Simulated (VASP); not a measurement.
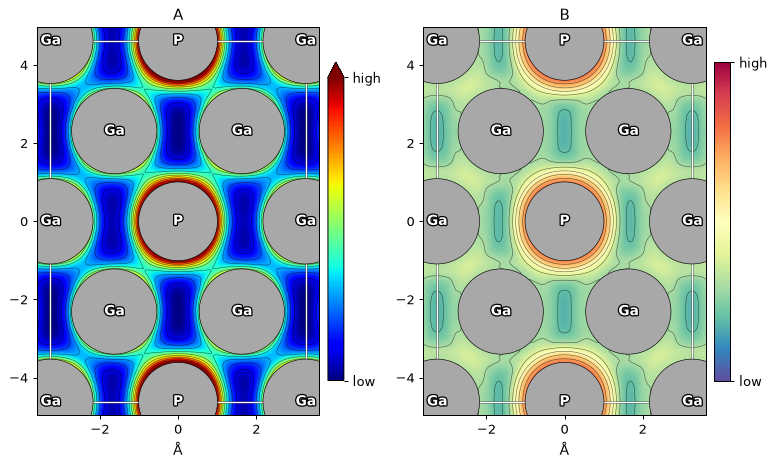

Ga3P: 2 fields on the (110) plane of the conventional cell, with unlabelled colour scales. Grey discs cover the atomic cores.

Space group Fm-3m; a generated structure, not necessarily the stable one; computed pressure about 3 GPa in this cell.

Level of theory: Kohn-Sham DFT of a periodic cell, PBE, VASP PAW PBE potentials, recommended (VASP).

```xyz
16
Lattice="6.5285 0.0000 0.0000 0.0000 6.5285 0.0000 0.0000 0.0000 6.5285" Properties=species:S:1:pos:R:3 pbc="T T T"
Ga    3.2643    0.0000    0.0000
Ga    0.0000    3.2643    0.0000
Ga    0.0000    0.0000    3.2643
Ga    3.2643    3.2643    3.2643
Ga    1.6321    1.6321    1.6321
Ga    4.8964    4.8964    1.6321
Ga    4.8964    1.6321    4.8964
Ga    1.6321    4.8964    4.8964
Ga    4.8964    1.6321    1.6321
Ga    1.6321    4.8964    1.6321
Ga    1.6321    1.6321    4.8964
Ga    4.8964    4.8964    4.8964
P     0.0000    0.0000    0.0000
P     3.2643    3.2643    0.0000
P     3.2643    0.0000    3.2643
P     0.0000    3.2643    3.2643
```

Q: Which field does each panel show? The fields are: electron localisation function and valence pseudo-density.

A: Panel A: valence pseudo-density. Panel B: electron localisation function. From the grid: Ga–Ga (2.83 Å): ρ at the midpoint is about 0.2 e/Å³; the ELF is about 0.35 at the midpoint. Ga–P (2.83 Å): ρ is about 0.23 e/Å³ halfway; the ELF peaks at about 0.85 in the valence shell of P, 0.8 Å from its nucleus, and drops to about 0.30 between the two atoms.
